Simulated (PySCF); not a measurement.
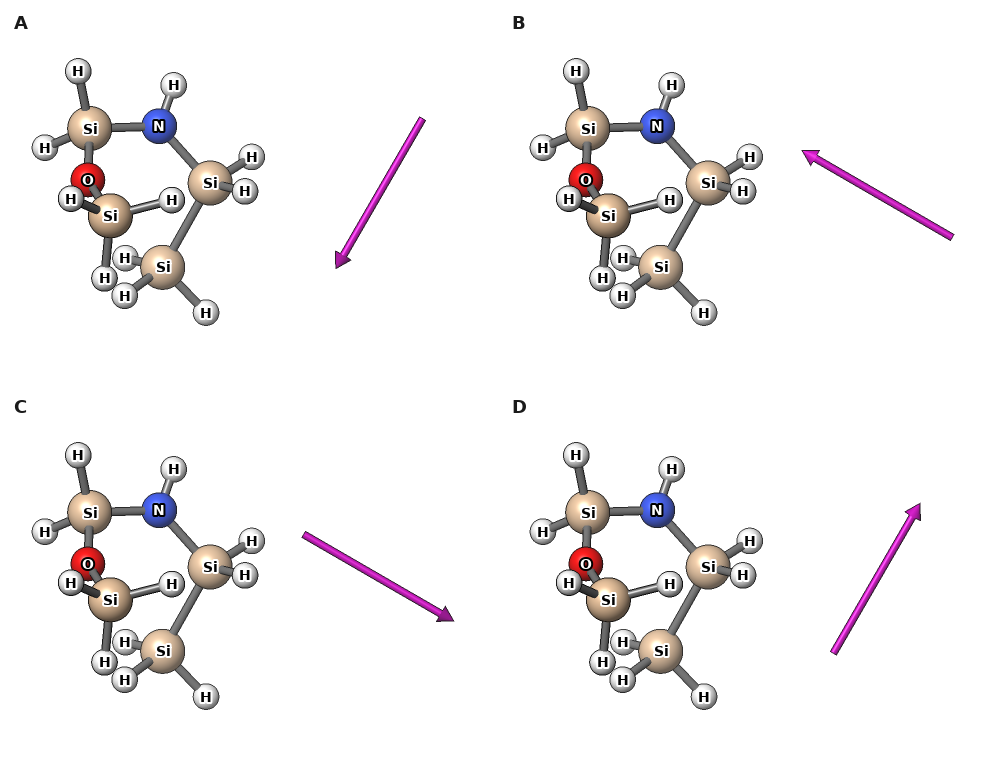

The same molecule four times, each with an arrow. The computed structure is the end point of a GFN2-xTB optimisation. No frequency run is at hand to confirm it as a minimum. Level of theory: CAM-B3LYP/def2-SVPD, gas phase (PySCF 2.14.0).

> Which arrow points along the dipole moment, from the negative to the positive end?

D. The dipole moment is 1.10 D.

The geometry is semi-empirical. Around Si such bond lengths and angles can be off by a tenth of an ångström or more and by several degrees, and values that hang on the shape move with them.
